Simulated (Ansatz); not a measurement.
## Fields on a plane of Pt (fcc, Cu type)

```
CELL_PARAMETERS angstrom
      0.00000     1.95907     1.95907
      1.95907     0.00000     1.95907
      1.95907     1.95907     0.00000
ATOMIC_POSITIONS crystal
  Pt 0.00000 0.00000 0.00000
```

The slice is a {100} plane (indices of the conventional cell) through the point (0.000, 0.000, 0.000) (fractional), spanned by u = [100] and v = [0 1 -1] in vectors of this cell: u (2.77 Å) and v (2.77 Å, at 90° to u). It covers one period; positions are fractions (u, v).

Atoms on it: Pt at (0.00, 0.00).

The numbers are results of PBEsol (plane waves to 420 eV, PAW, scalar-relativistic; Ansatz, a program for electronic structure), not measurements. k mesh 20×20×20. Inside the PAW spheres the values are not all-electron values, and peaks at nuclei hang on which shells count as valence. Pt is run without spin polarisation. Pt was relaxed with its symmetry unable to fall. Spin-orbit coupling is left out, though Pt is heavy. The PAW data are Ansatz's earlier set.

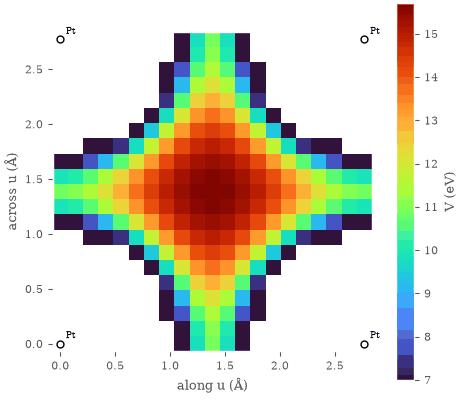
Figure. Electrostatic potential energy of an electron, from the cell's mean, in eV, one period of the plane, atoms marked. Points within 1 Å of a nucleus are left white, as the pseudised field means little there. Values under 7 eV are set to 7. The zero, the cell's mean, hangs on the PAW cores.

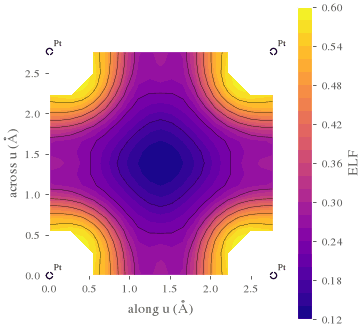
Figure. Electron localisation function (ELF), one period of the plane, atoms marked. Points within 0.5 Å of a nucleus are left white, as the pseudised field means little there.

Density on the Pt–Pt line (2.77 Å) at its midpoint: 0.38 e/Å³
ELF at that point: 0.29
